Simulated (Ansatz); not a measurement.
**CH₅Al (triplet): from Hartree-Fock to the top rungs, cc-pVDZ**

Aim: climb from Hartree-Fock through coupled cluster for CH₅Al (triplet) at one geometry and basis, and see what each rung misses.

The runs use Ansatz 0.2.0, Gaussian basis; cc-pVDZ, core rule «outside noble gas», up to 6 orbitals frozen.

The runs, in order: UHF; CCSD(T) on ROHF; CCSD(T) on UHF; BCCD(T) on ROHF; CISD as a restricted active space (open shells left free, so some higher excitations enter); CCSDT(Q) on ROHF; CCSDT(Q) on UHF.

23 further runs of the same task are left out: 10 that didn't finish, 13 set aside as unsound or not needed. Runs told in other sessions of the task aren't counted.

## 1. The system

The geometry is a PBE0/def2-TZVP stationary point (not a proven minimum).

7 atoms, charge 0, spin multiplicity 3.

Atoms are counted from 1 here; the program's logs count them from 0.

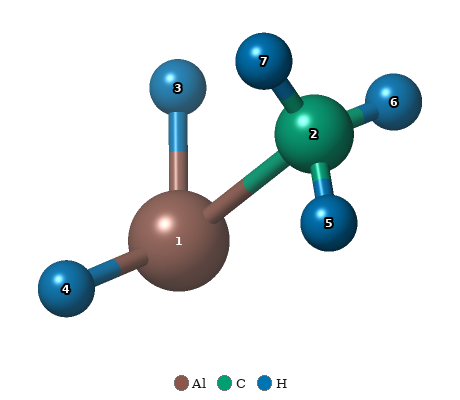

The structure; aluminium brown, carbon teal, hydrogen blue; atoms are numbered from 1 in the order of the file.

Coordinates:

```
Al   -0.07556    0.04398    0.78064
C     0.03384   -0.07405   -1.45752
H     0.78536    1.31821    0.17052
H     0.79278   -1.18410    1.33209
H    -0.46155   -1.04471   -1.37794
H    -0.56495    0.72501   -1.87642
H     1.06777   -0.10934   -1.77724
```

In the tables R marks a restricted open-shell determinant and U an unrestricted one; energies count from the table's Hartree-Fock row.

## 2. UHF

The input, in.yaml:

```yaml
crystal:
  periodic: [false, false, false]
  atoms:
    - {symbol: Al, position_ang: [-0.075561, 0.043982, 0.780641]}
    - {symbol: C, position_ang: [0.033843, -0.074052, -1.457524]}
    - {symbol: H, position_ang: [0.785360, 1.318208, 0.170521]}
    - {symbol: H, position_ang: [0.792780, -1.184102, 1.332093]}
    - {symbol: H, position_ang: [-0.461553, -1.044708, -1.377941]}
    - {symbol: H, position_ang: [-0.564953, 0.725006, -1.876418]}
    - {symbol: H, position_ang: [1.067775, -0.109341, -1.777245]}
basis:
  gaussian: {orbitals: cc-pVDZ}
magnetization: {spin_polarized: true, initial_magnetization: 2}
hamiltonian: {xc: hf}
output: {orbitals: {seedname: orbitals}}
```

Command:

```console
$ ansatz run in.yaml --threads 1 --pin off --events-out ev --progress --plain --max-ram 2393MiB
```

Log:

```text
Functional definition: HF
  name "HF"
  cite "Fock, Z. Phys. 61, 126 (1930) doi:10.1007/BF01340294"
  parent pbe
  exchange = exact_x
  correlation = 0
525 factors; integrals over basis functions are off by at most 1.2e-3 eV
mean field evaluation 1: about -7687.6442 eV, gradient 1.3e1 eV
mean field evaluation 2: about -7687.6882 eV, gradient 1.3e1 eV
mean field evaluation 4: about -7689.2181 eV, gradient 1.9e0 eV
mean field evaluation 8: about -7689.3103 eV, gradient 1.7e-1 eV
mean field evaluation 16: about -7686.8550 eV, gradient 5.3e0 eV
mean field -7689.31226085 eV, -282.5770135831 hartree, gradient 3.7e-5 eV, S^2 2.017909; 0 other end points of the search recorded, 0 dependent functions left out
reference -7689.31226085 eV, -282.5770135831 hartree; 13, 11 occupied and 44, 46 virtual orbitals, 525 factors
Total energy: -7689.31226085 eV, -282.5770135831 hartree
```

Run time: 1.4 s. Hardware: 1 thread of AMD EPYC 7B13, shared host.

From the report: ⟨S²⟩ of the determinant 2.018 (pure triplet: 2.00).

## 3. CCSD(T) on ROHF

Edit in.yaml of step 2 so:

```diff
@@ -12,4 +12,4 @@
   gaussian: {orbitals: cc-pVDZ}
-magnetization: {spin_polarized: true, initial_magnetization: 2}
-hamiltonian: {xc: hf}
-output: {orbitals: {seedname: orbitals}}
+magnetization: {spin_polarized: false, initial_magnetization: 2}
+correlation: {method: ccsd_t, electrons: outside_noble_gas}
+output: {forces: true}
```

The command is unchanged.

Log, shortened:

```text
Functional definition: HF
  name "HF"
  cite "Fock, Z. Phys. 61, 126 (1930) doi:10.1007/BF01340294"
  parent pbe
[...]
525 factors; integrals over basis functions are off by at most 1.2e-3 eV
[...]
mean field -7689.16449837 eV, -282.5715834121 hartree, gradient 6.2e-6 eV, S^2 2.000000; 1 other end points of the search recorded, 0 dependent functions left out
6 core orbitals not correlated: weight in the atoms' cores, before any rotation towards them, 1.000 or more for the frozen orbitals, at most 0.000 for the correlated occupied ones
reference -7689.16449837 eV, -282.5715834121 hartree; 7, 5 occupied and 44, 46 virtual orbitals, 525 factors
second order -5.40893998 eV of doubles, -0.08392515 eV of singles
cycle   1  -6.27735327 eV  change   -7.8e-1 eV  update   7.5e-2
[...]
cycle  15  -6.63658749 eV  change   -3.0e-7 eV  update   7.6e-7
perturbative correction -0.15906976 eV, -0.0058457058 hartree
[...]
Total energy: -7695.96015562 eV, -282.8213192098 hartree
Atom 0 at    -0.075561     0.043982     0.780641 Å, force     0.027451     0.110435     0.351909 eV/Å
Atom 1 at     0.033843    -0.074052    -1.457524 Å, force    -0.023407    -0.074671    -0.086388 eV/Å
Atom 2 at     0.785360     1.318208     0.170521 Å, force    -0.015843     0.036953     0.084288 eV/Å
Atom 3 at     0.792780    -1.184102     1.332093 Å, force     0.003180    -0.046867     0.004634 eV/Å
Atom 4 at    -0.461553    -1.044708    -1.377941 Å, force    -0.217197    -0.416778     0.013359 eV/Å
Atom 5 at    -0.564953     0.725006    -1.876418 Å, force    -0.308522     0.408941    -0.210794 eV/Å
Atom 6 at     1.067775    -0.109341    -1.777245 Å, force     0.534339    -0.018014    -0.157007 eV/Å
Dipole moment:    -0.073179    -0.009652    -0.407088 e Å
```

It took 7.5 s on 1 thread of AMD EPYC 7B13, shared host.

From the report: correlation -6.7957 eV; T1 0.033; largest double amplitude 0.04.

## 4. CCSD(T) on UHF

Edit in.yaml of step 3 so:

```diff
@@ -12,3 +12,3 @@
   gaussian: {orbitals: cc-pVDZ}
-magnetization: {spin_polarized: false, initial_magnetization: 2}
+magnetization: {spin_polarized: true, initial_magnetization: 2}
 correlation: {method: ccsd_t, electrons: outside_noble_gas}
```

Same command.

Log, shortened:

```text
Functional definition: HF
  name "HF"
  cite "Fock, Z. Phys. 61, 126 (1930) doi:10.1007/BF01340294"
  parent pbe
[...]
525 factors; integrals over basis functions are off by at most 1.2e-3 eV
[...]
mean field -7689.31226085 eV, -282.5770135831 hartree, gradient 2.0e-6 eV, S^2 2.017909; 1 other end points of the search recorded, 0 dependent functions left out
6 core orbitals not correlated: weight in the atoms' cores, before any rotation towards them, 1.000 or more for the frozen orbitals, at most 0.000 for the correlated occupied ones
reference -7689.31226085 eV, -282.5770135831 hartree; 7, 5 occupied and 44, 46 virtual orbitals, 525 factors
second order -5.35220637 eV of doubles, -0.00000000 eV of singles
cycle   1  -6.14175742 eV  change   -7.9e-1 eV  update   7.2e-2
[...]
cycle  15  -6.49221549 eV  change   -8.3e-8 eV  update   7.0e-7
perturbative correction -0.15549054 eV, -0.0057141721 hartree
[...]
Total energy: -7695.95996688 eV, -282.8213122738 hartree
Atom 0 at    -0.075561     0.043982     0.780641 Å, force     0.026974     0.109450     0.351564 eV/Å
Atom 1 at     0.033843    -0.074052    -1.457524 Å, force    -0.023918    -0.075024    -0.086226 eV/Å
Atom 2 at     0.785360     1.318208     0.170521 Å, force    -0.014614     0.039135     0.084951 eV/Å
Atom 3 at     0.792780    -1.184102     1.332093 Å, force     0.003125    -0.047014     0.004692 eV/Å
Atom 4 at    -0.461553    -1.044708    -1.377941 Å, force    -0.216953    -0.416452     0.012786 eV/Å
Atom 5 at    -0.564953     0.725006    -1.876418 Å, force    -0.308003     0.408016    -0.210786 eV/Å
Atom 6 at     1.067775    -0.109341    -1.777245 Å, force     0.533389    -0.018111    -0.156981 eV/Å
Dipole moment:    -0.073237    -0.009538    -0.406946 e Å
```

Wall time 8 s (1 thread of AMD EPYC 7B13, shared host).

From the report: ⟨S²⟩ of the determinant 2.018 (pure triplet: 2.00); correlation -6.6477 eV; T1 0.024; largest double amplitude 0.04.

## 5. BCCD(T) on ROHF

Edit in.yaml of step 4 so:

```diff
@@ -12,4 +12,3 @@
   gaussian: {orbitals: cc-pVDZ}
-magnetization: {spin_polarized: true, initial_magnetization: 2}
-correlation: {method: ccsd_t, electrons: outside_noble_gas}
-output: {forces: true}
+magnetization: {spin_polarized: false, initial_magnetization: 2}
+correlation: {method: bccd_t, electrons: outside_noble_gas}
```

The command is unchanged.

Log, shortened:

```text
Functional definition: HF
  name "HF"
  cite "Fock, Z. Phys. 61, 126 (1930) doi:10.1007/BF01340294"
  parent pbe
[...]
525 factors; integrals over basis functions are off by at most 1.2e-3 eV
[...]
mean field -7689.16449837 eV, -282.5715834121 hartree, gradient 6.2e-6 eV, S^2 2.000000; 1 other end points of the search recorded, 0 dependent functions left out
6 core orbitals not correlated: weight in the atoms' cores, before any rotation towards them, 1.000 or more for the frozen orbitals, at most 0.000 for the correlated occupied ones
reference -7689.16449837 eV, -282.5715834121 hartree; 7, 5 occupied and 44, 46 virtual orbitals, 525 factors
second order -5.40893998 eV of doubles, -0.08392515 eV of singles
cycle   1  -6.30604873 eV  change   -8.1e-1 eV  update   7.5e-2
[...]
cycle  12  -6.62937284 eV  change    8.2e-6 eV  update   1.4e-5
perturbative correction -0.16822748 eV, -0.0061822458 hartree
Total energy: -7695.96209868 eV, -282.8213906161 hartree
```

It took 3 s on 1 thread of AMD EPYC 7B13, shared host.

From the report: correlation -6.7976 eV; largest double amplitude 0.04.

## 6. CISD as a restricted active space (open shells left free, so some higher excitations enter)

Edit in.yaml of step 5 so:

```diff
@@ -13,2 +13,2 @@
 magnetization: {spin_polarized: false, initial_magnetization: 2}
-correlation: {method: bccd_t, electrons: outside_noble_gas}
+correlation: {active_space: {ras: {orbitals: [5, 2, 44], electrons: 12, max_holes: 2, max_particles: 2}, fixed_orbitals: true}}
```

Launched as before.

Log:

```text
Functional definition: HF
  name "HF"
  cite "Fock, Z. Phys. 61, 126 (1930) doi:10.1007/BF01340294"
  parent pbe
  exchange = exact_x
  correlation = 0
525 factors; integrals over basis functions are off by at most 1.2e-3 eV
mean field evaluation 1: about -7687.5976 eV, gradient 1.6e1 eV
mean field evaluation 2: about -7687.6402 eV, gradient 1.6e1 eV
mean field evaluation 4: about -7689.0684 eV, gradient 2.3e0 eV
mean field evaluation 8: about -7689.1593 eV, gradient 3.7e-1 eV
mean field evaluation 16: about -7686.2859 eV, gradient 5.9e0 eV
mean field -7689.16449837 eV, -282.5715834121 hartree, gradient 6.2e-6 eV, S^2 2.000000; 1 other end points of the search recorded, 0 dependent functions left out
reference -7689.16449837 eV, -282.5715834121 hartree; 13, 11 occupied and 44, 46 virtual orbitals, 525 factors
state -7695.26018099 eV, -282.7955956167 hartree
Total energy: -7695.26018099 eV, -282.7955956167 hartree
```

Run time: 6 s. Hardware: 1 thread of AMD EPYC 7B13, shared host.

From the report: 423,461 determinants.

## 7. CCSDT(Q) on ROHF

Edit in.yaml of step 6 so:

```diff
@@ -13,2 +13,2 @@
 magnetization: {spin_polarized: false, initial_magnetization: 2}
-correlation: {active_space: {ras: {orbitals: [5, 2, 44], electrons: 12, max_holes: 2, max_particles: 2}, fixed_orbitals: true}}
+correlation: {method: ccsdt_q, electrons: outside_noble_gas}
```

Same command.

Log, shortened:

```text
Functional definition: HF
  name "HF"
  cite "Fock, Z. Phys. 61, 126 (1930) doi:10.1007/BF01340294"
  parent pbe
[...]
1106 factors; integrals over basis functions are off by at most 2.1e-7 eV
[...]
mean field -7689.16456929 eV, -282.5715860184 hartree, gradient 6.3e-6 eV, S^2 2.000000; 1 other end points of the search recorded, 0 dependent functions left out
6 core orbitals not correlated: weight in the atoms' cores, before any rotation towards them, 1.000 or more for the frozen orbitals, at most 0.000 for the correlated occupied ones
reference -7689.16456929 eV, -282.5715860184 hartree; 7, 5 occupied and 44, 46 virtual orbitals, 1106 factors
second order -5.40897488 eV of doubles, -0.08392496 eV of singles
cycle   1  -6.27733828 eV  change   -7.8e-1 eV  update   8.1e-2
[...]
cycle  19  -6.82832927 eV  change   -8.4e-7 eV  update   2.5e-7
perturbative correction -0.00628997 eV, -0.0002311523 hartree
Total energy: -7695.99918853 eV, -282.8227536429 hartree
```

Wall time 2.7 min (1 thread of AMD EPYC 7B13, shared host); peak memory 1.1 GiB.

From the report: correlation -6.8346 eV; T1 0.034; largest double amplitude 0.04.

## 8. CCSDT(Q) on UHF

Edit in.yaml of step 7 so:

```diff
@@ -12,3 +12,3 @@
   gaussian: {orbitals: cc-pVDZ}
-magnetization: {spin_polarized: false, initial_magnetization: 2}
+magnetization: {spin_polarized: true, initial_magnetization: 2}
 correlation: {method: ccsdt_q, electrons: outside_noble_gas}
```

The command is unchanged.

Log, shortened:

```text
Functional definition: HF
  name "HF"
  cite "Fock, Z. Phys. 61, 126 (1930) doi:10.1007/BF01340294"
  parent pbe
[...]
1106 factors; integrals over basis functions are off by at most 2.1e-7 eV
[...]
mean field -7689.31233138 eV, -282.5770161751 hartree, gradient 2.0e-6 eV, S^2 2.017909; 1 other end points of the search recorded, 0 dependent functions left out
6 core orbitals not correlated: weight in the atoms' cores, before any rotation towards them, 1.000 or more for the frozen orbitals, at most 0.000 for the correlated occupied ones
reference -7689.31233138 eV, -282.5770161751 hartree; 7, 5 occupied and 44, 46 virtual orbitals, 1106 factors
second order -5.35224065 eV of doubles, -0.00000000 eV of singles
cycle   1  -6.14174309 eV  change   -7.9e-1 eV  update   7.8e-2
[...]
cycle  19  -6.68110927 eV  change   -8.3e-7 eV  update   2.6e-7
perturbative correction -0.00674438 eV, -0.0002478514 hartree
Total energy: -7696.00018502 eV, -282.8227902634 hartree
```

Run time: 2.4 min. Hardware: 1 thread of AMD EPYC 7B13, shared host; peak memory 0.92 GiB.

From the report: ⟨S²⟩ of the determinant 2.018 (pure triplet: 2.00); correlation -6.6879 eV; T1 0.026; largest double amplitude 0.04.

## 9. Misses and costs

The yardstick is UCCSDT(Q), where the cluster series has nearly closed. Rows without a time are mean-field rows or come out of runs for another level: lower rungs of the coupled-cluster runs, or the Hartree-Fock search. The times of RCCSD(T), UCCSD(T) include forces.

Differences are taken before rounding.

| method | energy from the lowest ROHF (kJ/mol) | from UCCSDT(Q) (kJ/mol) | time |
| --- | --- | --- | --- |
| ROHF | 0.0 | +659.5 |  |
| UHF | -14.3 | +645.3 |  |
| RMP2 | -530.0 | +129.6 |  |
| UMP2 | -530.7 | +128.9 |  |
| CISD | -588.1 | +71.4 | 6 s |
| RCCSD | -640.3 | +19.2 |  |
| UCCSD | -640.7 | +18.9 |  |
| RCCSD(T) | -655.7 | +3.9 | 7.5 s |
| UCCSD(T) | -655.7 | +3.9 | 8 s |
| BCCD(T) | -655.9 | +3.7 | 3 s |
| RCCSDT | -658.8 | +0.7 |  |
| UCCSDT | -658.9 | +0.7 |  |
| RCCSDT(Q) | -659.4 | +0.1 | 2.7 min |
| UCCSDT(Q) | -659.5 | 0 | 2.4 min |

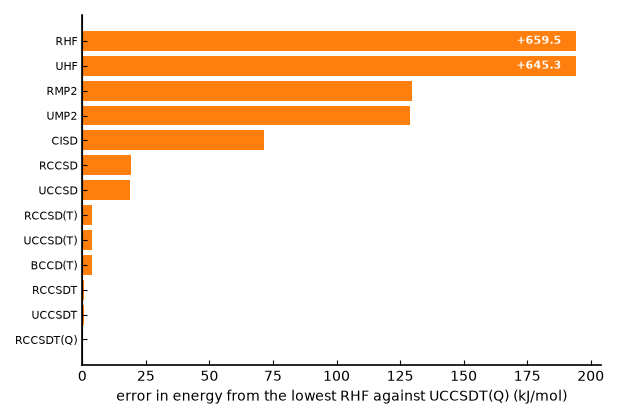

Deviations from UCCSDT(Q), method by method. Bars with a number in them are cut short.

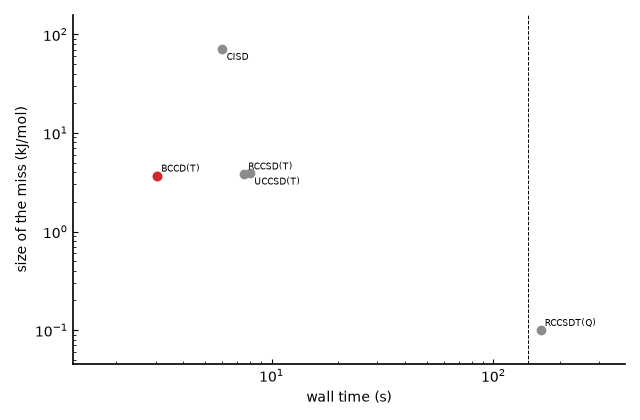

Miss against cost. Red marks the levels that no quicker level drawn beats (of those quicker than the yardstick), and the dashed line is the time of UCCSDT(Q). Misses under 0.1 kJ/mol are drawn at that value. Times are from a shared host.

With the free atoms at the same levels and basis (separate runs), the atomisation energy is 17.526 eV at UCCSDT(Q), 17.506 eV at RCCSD(T), 17.504 eV at UCCSD(T), 14.222 eV at ROHF.

## 10. Outcome

| quantity | value |
| --- | --- |
| UCCSDT(Q) from the ROHF energy | -6.8357 eV |
| RMP2 from UCCSDT(Q) | +129.6 kJ/mol |
| UMP2 from UCCSDT(Q) | +128.9 kJ/mol |
| RCCSD from UCCSDT(Q) | +19.2 kJ/mol |
| RCCSD(T) from UCCSDT(Q) | +3.9 kJ/mol |
| UCCSD(T) from UCCSDT(Q) | +3.9 kJ/mol |
| RCCSDT(Q) from UCCSDT(Q) | +0.1 kJ/mol |
| levels within 1 kcal/mol (43 meV) | RCCSD(T), UCCSD(T), BCCD(T), RCCSDT, UCCSDT, RCCSDT(Q) |
| T1 diagnostic | 0.033 |

In words: RCCSD(T) misses by +3.9 kJ/mol, 0.6 % of the correlation energy. These misses are within one basis, not against nature; the frozen cores of restricted and unrestricted runs differ, which can shift their rows.

With open shells the CI space here admits some higher excitations, so it is larger than plain CISD.

BCCD(T) reaches 3.7 kJ/mol from the reference in 3 s, where UCCSDT(Q) took 2.4 min.
